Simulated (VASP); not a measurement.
# CuRh2S4 (Cuprorhodsite): structure and properties in VASP, part 6 of 6

Aim: relax CuRh2S4 (Cuprorhodsite) with PBEsol, compute its properties on that cell and hold them against experiment. The start is a cell from a database of measured crystal structures.

VASP 6.6.1; PBEsol, no spin polarisation; plane waves and PAW (Cu, Rh_pv, S).

Still holding for the runs below: This run has no spin polarisation, although Cu and Rh can carry a moment. The k-mesh is coarse for a metal.

So far. Step 12 (Volume scan with PBEsol, volume scale 1): The run ends at a pressure of 0.04 GPa, with forces up to 1.4e-4 eV/Å.

**13. Volume scan with PBEsol, volume scale 1.02**

INCAR

```
SYSTEM = CuRh2S4
PREC = Accurate
ENCUT = 400
EDIFF = 1E-06
NELM = 100
ISMEAR = 0
SIGMA = 0.05
LREAL = .FALSE.
ALGO = Normal
GGA = PS
NBANDS = 80
LASPH = .TRUE.
LORBIT = 11
LWAVE = .FALSE.
LCHARG = .FALSE.
KPAR = 8
ISIF = 2
```

POSCAR

```
CuRh2S4
1.0
    0.0000000000      4.8877280828      4.8877280828
    4.8877280828      0.0000000000      4.8877280828
    4.8877280828      4.8877280828      0.0000000000
Cu Rh S
2 4 8
Direct
    0.0000000000      0.0000000000      0.0000000000
    0.2500000000      0.2500000000      0.2500000000
    0.6250000000      0.6250000000      0.6250000000
    0.1250000000      0.6250000000      0.6250000000
    0.6250000000      0.6250000000      0.1250000000
    0.6250000000      0.1250000000      0.6250000000
    0.3839428768      0.3839428768      0.3839428768
    0.4018286304      0.8660571232      0.8660571232
    0.3839428768      0.3839428768      0.8481713696
    0.8660571232      0.4018286304      0.8660571232
    0.8481713696      0.3839428768      0.3839428768
    0.8660571232      0.8660571232      0.8660571232
    0.3839428768      0.8481713696      0.3839428768
    0.8660571232      0.8660571232      0.4018286304
```

KPOINTS

```
Automatic mesh
0
Gamma
4 4 4
0 0 0
```

PAW data sets: Cu, Rh_pv and S (PBE family, release 64).

Run with:

```
$ mpirun -np 8 vasp_std
```

What it wrote:

```text
[... set-up lines as in an earlier step ...]
 entering main loop
       N       E                     dE             d eps       ncg     rms          rms(c)
DAV:   1     0.141674728358E+04    0.14167E+04   -0.56031E+04  1432   0.148E+03
DAV:   2     0.920717370324E+02   -0.13247E+04   -0.12499E+04  1384   0.453E+02
DAV:   3    -0.785747987196E+02   -0.17065E+03   -0.15696E+03  1608   0.161E+02
DAV:   4    -0.907055602250E+02   -0.12131E+02   -0.11891E+02  1864   0.470E+01
[...]
DAV:  19    -0.834048629563E+02    0.52631E-05   -0.32420E-06  1168   0.432E-02    0.121E-02
DAV:  20    -0.834048608341E+02    0.21222E-05   -0.34932E-06  1208   0.379E-02    0.308E-03
DAV:  21    -0.834048611293E+02   -0.29518E-06   -0.30708E-06  1104   0.906E-03
   1 F= -.83404861E+02 E0= -.83396166E+02  d E =-.173907E-01
```

It took 27 s on 8 MPI ranks of Intel Xeon 6975P-C (Granite Rapids), shared host; peak memory 2.9 GiB.

Parts of OUTCAR (step 13):

```text
  Total       -4.0556577     -4.0556577     -4.0556577      0.0000000      0.0000000      0.0000000
  in kB      -27.8240769    -27.8240769    -27.8240769      0.0000000      0.0000000      0.0000000
  external PRESSURE =     -27.8240769 kB  Pullay stress =       0.0000000 kB

 POSITION                                       TOTAL-FORCE (eV/Angst)
 -----------------------------------------------------------------------------------
      0.00000      0.00000      0.00000         0.000000     -0.000000      0.000000
      2.44386      2.44386      2.44386         0.000000     -0.000000      0.000000
      6.10966      6.10966      6.10966         0.000000     -0.000000      0.000000
      6.10966      3.66580      3.66580         0.000000     -0.000000      0.000000
      3.66580      3.66580      6.10966         0.000000     -0.000000      0.000000
      3.66580      6.10966      3.66580         0.000000     -0.000000      0.000000
      3.75322      3.75322      3.75322         0.091832      0.091832      0.091832
      8.46610      6.19708      6.19708        -0.091832      0.091832      0.091832
      6.02224      6.02224      3.75322        -0.091832     -0.091832      0.091832
      6.19708      8.46610      6.19708         0.091832     -0.091832      0.091832
      3.75322      6.02224      6.02224         0.091832     -0.091832     -0.091832
      8.46610      8.46610      8.46610        -0.091832     -0.091832     -0.091832
      6.02224      3.75322      6.02224        -0.091832      0.091832     -0.091832
      6.19708      6.19708      8.46610         0.091832      0.091832     -0.091832
 -----------------------------------------------------------------------------------
    total drift:                                0.000000      0.000000     -0.000000

  FREE ENERGIE OF THE ION-ELECTRON SYSTEM (eV)
  ---------------------------------------------------
  free  energy   TOTEN  =       -83.4048611293 eV

  energy  without entropy=      -83.3874704390  energy(sigma->0) =      -83.39616578

[... 1 part as in an earlier step ...]

[... 2 further parts left out ...]
[key lines of the parts left out:]
E-fermi :   6.7653
```

The pressure falls from 0.04 to -2.78 GPa.

The run ends at a pressure of -2.78 GPa, with forces up to 0.16 eV/Å.

**14. Volume scan with PBEsol, volume scale 1.04**

INCAR is that of step 13.

POSCAR, as its differences from that of step 13:

```diff
@@ -2,5 +2,5 @@
 1.0
-    0.0000000000      4.8877280828      4.8877280828
-    4.8877280828      0.0000000000      4.8877280828
-    4.8877280828      4.8877280828      0.0000000000
+    0.0000000000      4.9194674662      4.9194674662
+    4.9194674662      0.0000000000      4.9194674662
+    4.9194674662      4.9194674662      0.0000000000
 Cu Rh S
```

KPOINTS is that of step 13.

Run with:

```
$ mpirun -np 8 vasp_std
```

What it wrote:

```text
[... set-up lines as in an earlier step ...]
 entering main loop
       N       E                     dE             d eps       ncg     rms          rms(c)
DAV:   1     0.142102270028E+04    0.14210E+04   -0.55999E+04  1416   0.147E+03
DAV:   2     0.102489883624E+03   -0.13185E+04   -0.12505E+04  1352   0.457E+02
DAV:   3    -0.777464349080E+02   -0.18024E+03   -0.16342E+03  1560   0.161E+02
DAV:   4    -0.905577921604E+02   -0.12811E+02   -0.12626E+02  1888   0.492E+01
[...]
DAV:  19    -0.833029354891E+02    0.92845E-05   -0.10109E-05  1712   0.641E-02    0.135E-02
DAV:  20    -0.833029338150E+02    0.16742E-05   -0.44912E-06  1224   0.388E-02    0.414E-03
DAV:  21    -0.833029340147E+02   -0.19971E-06   -0.14367E-06   840   0.102E-02
   1 F= -.83302934E+02 E0= -.83293877E+02  d E =-.181146E-01
```

Wall time 29 s (8 MPI ranks); peak memory 3 GiB.

From OUTCAR (step 14):

```text
  Total       -7.7654259     -7.7654259     -7.7654259      0.0000000     -0.0000000     -0.0000000
  in kB      -52.2506367    -52.2506367    -52.2506367      0.0000000     -0.0000000     -0.0000000
  external PRESSURE =     -52.2506367 kB  Pullay stress =       0.0000000 kB

 POSITION                                       TOTAL-FORCE (eV/Angst)
 -----------------------------------------------------------------------------------
      0.00000      0.00000      0.00000        -0.000000     -0.000000     -0.000000
      2.45973      2.45973      2.45973        -0.000000     -0.000000     -0.000000
      6.14933      6.14933      6.14933        -0.000000     -0.000000     -0.000000
      6.14933      3.68960      3.68960        -0.000000     -0.000000     -0.000000
      3.68960      3.68960      6.14933        -0.000000     -0.000000     -0.000000
      3.68960      6.14933      3.68960        -0.000000     -0.000000     -0.000000
      3.77759      3.77759      3.77759         0.175944      0.175944      0.175944
      8.52108      6.23732      6.23732        -0.175944      0.175944      0.175944
      6.06135      6.06135      3.77759        -0.175944     -0.175944      0.175944
      6.23732      8.52108      6.23732         0.175944     -0.175944      0.175944
      3.77759      6.06135      6.06135         0.175944     -0.175944     -0.175944
      8.52108      8.52108      8.52108        -0.175944     -0.175944     -0.175944
      6.06135      3.77759      6.06135        -0.175944      0.175944     -0.175944
      6.23732      6.23732      8.52108         0.175944      0.175944     -0.175944
 -----------------------------------------------------------------------------------
    total drift:                                0.000000      0.000000     -0.000000

  FREE ENERGIE OF THE ION-ELECTRON SYSTEM (eV)
  ---------------------------------------------------
  free  energy   TOTEN  =       -83.3029340147 eV

  energy  without entropy=      -83.2848194426  energy(sigma->0) =      -83.29387673

[... 1 part as in an earlier step ...]

[... 2 further parts left out ...]
[key lines of the parts left out:]
E-fermi :   6.4989
```

The pressure falls from -2.78 to -5.23 GPa.

The run ends at a pressure of -5.23 GPa, with forces up to 0.30 eV/Å.

**15. Volume scan with PBEsol, volume scale 1.06**

A prediction first. A parabola through the 6 pressures of evenly scaled cells so far, P = 0.01 -147.9 t +365 t² GPa with t = ln(V/V₁) and V₁ the volume at scale 1, gives -7.36 GPa at t = +0.0583.

INCAR is that of step 14.

POSCAR, as its differences from that of step 14:

```diff
@@ -2,5 +2,5 @@
 1.0
-    0.0000000000      4.9194674662      4.9194674662
-    4.9194674662      0.0000000000      4.9194674662
-    4.9194674662      4.9194674662      0.0000000000
+    0.0000000000      4.9508024987      4.9508024987
+    4.9508024987      0.0000000000      4.9508024987
+    4.9508024987      4.9508024987      0.0000000000
 Cu Rh S
```

KPOINTS is that of step 14.

Run with:

```
$ mpirun -np 8 vasp_std
```

What it wrote:

```text
[... set-up lines as in an earlier step ...]
 entering main loop
       N       E                     dE             d eps       ncg     rms          rms(c)
DAV:   1     0.138171751039E+04    0.13817E+04   -0.56065E+04  1424   0.146E+03
DAV:   2     0.939164261987E+02   -0.12878E+04   -0.12244E+04  1360   0.446E+02
DAV:   3    -0.789173090258E+02   -0.17283E+03   -0.15836E+03  1624   0.158E+02
DAV:   4    -0.904490339566E+02   -0.11532E+02   -0.11376E+02  1880   0.460E+01
[...]
DAV:  18    -0.831320663438E+02    0.14101E-04   -0.33464E-05  1864   0.697E-02    0.251E-02
DAV:  19    -0.831320584886E+02    0.78552E-05   -0.11904E-05  1512   0.829E-02    0.112E-02
DAV:  20    -0.831320582928E+02    0.19583E-06   -0.45152E-06  1216   0.163E-02
   1 F= -.83132058E+02 E0= -.83122646E+02  d E =-.188246E-01
```

Run time: 26 s. Hardware: 8 MPI ranks; peak memory 3 GiB.

Parts of OUTCAR (step 15):

```text
  Total      -11.3234047    -11.3234047    -11.3234047      0.0000000      0.0000000     -0.0000000
  in kB      -74.7533762    -74.7533762    -74.7533762      0.0000000      0.0000000     -0.0000000
  external PRESSURE =     -74.7533762 kB  Pullay stress =       0.0000000 kB

 POSITION                                       TOTAL-FORCE (eV/Angst)
 -----------------------------------------------------------------------------------
      0.00000      0.00000      0.00000        -0.000000      0.000000      0.000000
      2.47540      2.47540      2.47540         0.000000      0.000000      0.000000
      6.18850      6.18850      6.18850        -0.000000      0.000000      0.000000
      6.18850      3.71310      3.71310        -0.000000      0.000000      0.000000
      3.71310      3.71310      6.18850         0.000000      0.000000      0.000000
      3.71310      6.18850      3.71310        -0.000000      0.000000      0.000000
      3.80165      3.80165      3.80165         0.252598      0.252598      0.252598
      8.57536      6.27705      6.27705        -0.252598      0.252598      0.252598
      6.09995      6.09995      3.80165        -0.252598     -0.252598      0.252598
      6.27705      8.57536      6.27705         0.252598     -0.252598      0.252598
      3.80165      6.09995      6.09995         0.252598     -0.252598     -0.252598
      8.57536      8.57536      8.57536        -0.252598     -0.252598     -0.252598
      6.09995      3.80165      6.09995        -0.252598      0.252598     -0.252598
      6.27705      6.27705      8.57536         0.252598      0.252598     -0.252598
 -----------------------------------------------------------------------------------
    total drift:                                0.000000      0.000000     -0.000000

  FREE ENERGIE OF THE ION-ELECTRON SYSTEM (eV)
  ---------------------------------------------------
  free  energy   TOTEN  =       -83.1320582928 eV

  energy  without entropy=      -83.1132336728  energy(sigma->0) =      -83.12264598

[... 1 part as in an earlier step ...]

[... 2 further parts left out ...]
[key lines of the parts left out:]
E-fermi :   6.2426
```

The pressure falls from -5.23 to -7.48 GPa. The parabola predicted -7.36 GPa, +0.11 GPa off.

**16. The series together**

Times are for 8 MPI ranks of Intel Xeon 6975P-C (Granite Rapids), shared host. The runs compared:

| no. | volume scale | energy above the lowest point (meV/atom) | pressure (GPa) | time | memory (GiB) |
| --- | --- | --- | --- | --- | --- |
| 1 | 0.94 | 33.63 | 10.57 | 26 s | 3.0 |
| 2 | 0.96 | 15 | 6.656 | 26 s | 3.0 |
| 3 | 0.98 | 4.12 | 3.132 | 26 s | 3.1 |
| 4 | 1 | 0 | 0.03917 | 33 s | 3.1 |
| 5 | 1.02 | 2.1 | -2.782 | 27 s | 2.9 |
| 6 | 1.04 | 9.41 | -5.225 | 29 s | 3.0 |
| 7 | 1.06 | 21.64 | -7.475 | 26 s | 3.0 |

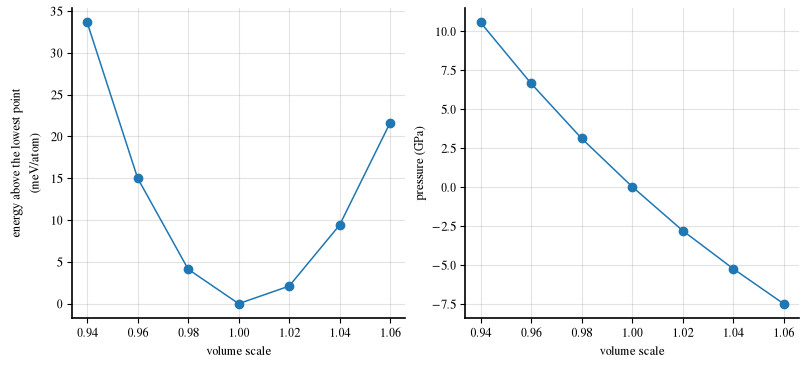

The series as plots.

**17. Fit for PBEsol**

This step: Birch-Murnaghan fit, PBEsol; plane waves and PAW (VASP 6.6.1).

This step runs nothing: it gathers the runs above.

This step gave:

```yaml
pressure_derivative_of_the_bulk_modulus: 4.985
r_m_s_error_of_the_fit: 3.02e-5 eV/atom
minimum_inside_the_sampled_range: yes
bulk_modulus: 146.3 GPa
equilibrium_volume_of_the_fit: 16.40 Å³/atom
```

The energy above the fitted minimum by volume:

| volume (Å³/atom) | energy above the fitted minimum (eV/atom) |
| --- | --- |
| 15.373 | 0.0337 |
| 15.700 | 0.0150 |
| 16.027 | 0.00415 |
| 16.354 | 3.0e-5 |
| 16.681 | 0.00213 |
| 17.008 | 0.00944 |
| 17.335 | 0.0217 |

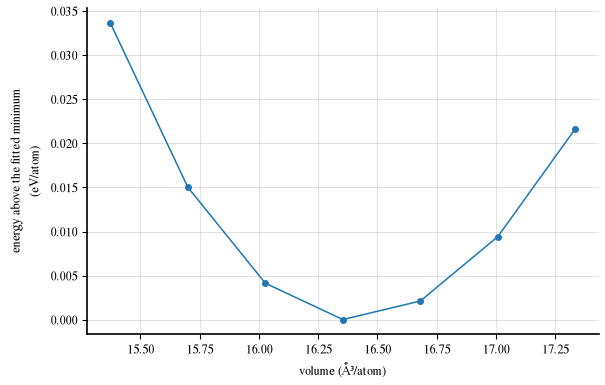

Energy above the fitted minimum against volume.

The fitted volume lies +0.30 % from the relaxed one. At a finite cutoff and mesh the minimum of the energy and the zero of the stress don't quite coincide, and the relaxation stops at a threshold. The atoms bear forces along the scan, since they were held; freeing them would lower the modulus.

**18. Summary of results**

```yaml
relaxed_volume: 16.35 Å³/atom
relaxed_conventional_cell_a_b_c: 9.711, 9.711, 9.711 Å
space_group_after_relaxing_within_0p02_a: Fd-3m (No. 227)
band_gap: none, a metal
dos_at_the_fermi_level: 9.33 states/eV/cell
shallowest_level_of_the_frozen_cores: Cu1 3p, 70.0 eV deep
largest_field_gradient_vzz: -46.72 V/Å² on Rh3
bulk_modulus_from_the_fit: 146 GPa
volume_from_the_fit: 16.4 Å³/atom
```

In words: With PBEsol, CuRh2S4 (Cuprorhodsite) relaxes to 16.35 Å³/atom in space group Fd-3m (held by the symmetry of the run), comes out as a metal and has a bulk modulus of 146 GPa at fixed shape and positions, an upper bound. Against the listed cell the volume lies -2.4 %. Band structure (PBEsol): Of the bands kept, 2 cross the Fermi level on this path. Spin-orbit coupling is left out; it would split some degenerate bands. The k-sampling is coarse for a metal, so the Fermi level, pressures and the shape of the cell carry errors. Magnetism was not tested. No search among competing phases was made, and a listed structure need not be the one stable at ambient conditions. All values are for a static lattice at zero temperature.

Calculation against experiment:

| quantity | measured | PBEsol |
| --- | --- | --- |
| lattice constant a (Å) | 9.79 | 9.711 (-0.8 %) |

Measured values from arxiv:cond-mat/9906209 (1999).

**Verdict.** The lattice constant a is off by -0.8 %: fair agreement. The grades are ours: good and fair within 0.7 and 1.5 % for the lattice constant a. Zero-point motion and thermal expansion are not in the computed lattice constants.

[Lines on the potential files, build, host, timing and source positions are cut from VASP's logs without a mark.]

[Logs are printed without paths, hosts, clocks, repeated set-up lines and the standing remarks that a program may print on its own settings, such as how far it seeks lower states.]

[Hosts, paths, dates, database ids (printed as entryN), source tags and the programs' standing remarks are cut or masked in the printed files.]

[A measured line is paired with the nearest computed mode of its activity, which favours agreement.]

[In band tables of VASP the shares of atoms and orbitals are scaled to a sum of 1 inside the atoms' spheres.]
